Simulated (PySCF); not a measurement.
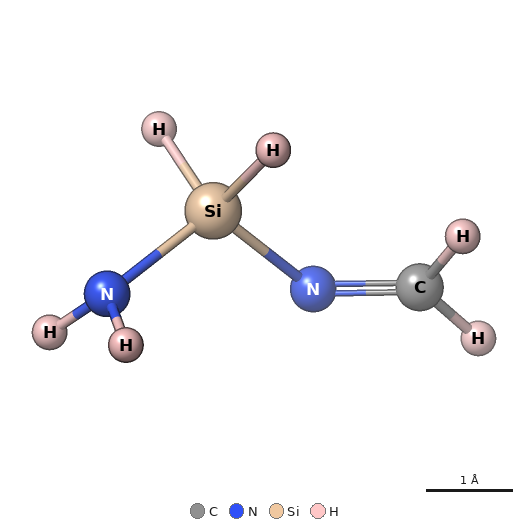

Atoms fade into the background with distance from the viewer. The computed structure is the end point of a PBE0-D3(BJ)/def2-SVP optimisation. No frequency run is at hand to confirm it as a minimum. Masses are those of the most abundant isotopes; constants are for the rigid equilibrium geometry.

Classify the rotor and give the rotational constants (cm⁻¹).

Answer. An asymmetric top (C1): A = 0.571, B = 0.110, C = 0.103 cm⁻¹. Ray's parameter κ is −0.97, close to the prolate limit.
